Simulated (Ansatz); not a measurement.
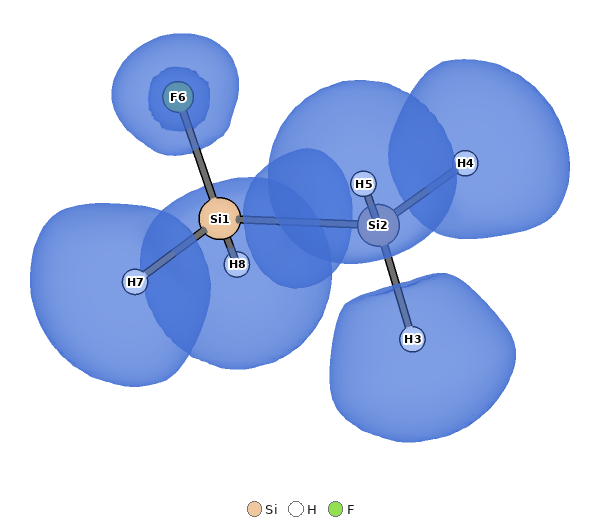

Figure. FH₅Si₂. Isosurface of the ELF at 0.75 (blue), seen at a tilt. Only the valence region is drawn (cores and ρ < 0.01 e/Å³ removed).

Computed with RKS r2SCAN/6-31G* in Ansatz.

```yaml
atoms:
  - { symbol: Si, position_ang: [0.0052, -0.0048, -0.0566] }
  - { symbol: Si, position_ang: [0.0196, 0.0046, 2.2803] }
  - { symbol: H, position_ang: [-1.3814, -0.2116, 2.7473] }
  - { symbol: H, position_ang: [0.8723, -1.0875, 2.8284] }
  - { symbol: H, position_ang: [0.5007, 1.3065, 2.8220] }
  - { symbol: F, position_ang: [1.4982, 0.2010, -0.6499] }
  - { symbol: H, position_ang: [-0.8620, 1.0939, -0.5697] }
  - { symbol: H, position_ang: [-0.5286, -1.3021, -0.5614] }
```

Describe the localisation domains.

The surface consists of one region between bonded Si–Si atoms (shared pairs), five regions around hydrogen nuclei and one region wrapped around F (its lone pairs, merged into a ring or cap).

Values along the shortest contacts:
Si–F (1.62 Å): the ELF peaks at about 0.85 in the valence shell of F, 0.6 Å from its nucleus, and is about 0.50 at the midpoint. Si–Si (2.34 Å): the ELF peaks at about 1 between the atoms, as expected for a covalent bond.
